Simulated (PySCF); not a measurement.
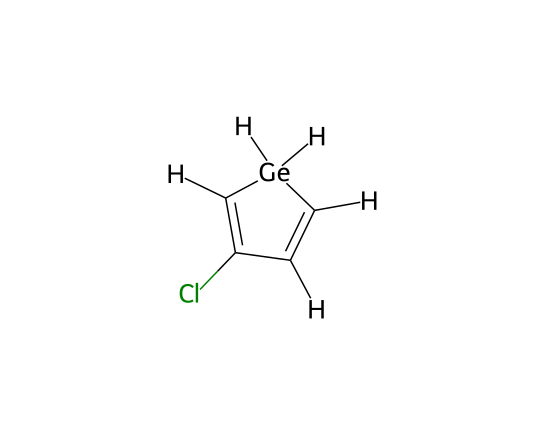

Figure made from data computed with PySCF.

A structural formula.

Transcribe the drawing into SMILES.

Answer. ClC1=[CH][GeH2][CH]=C1

Give the formula, hydrogens included.

Answer. C4H5ClGe.

An optimisation with PBE0-D3(BJ)/def2-SVP gave a structure of which point group?

Answer. Cs.
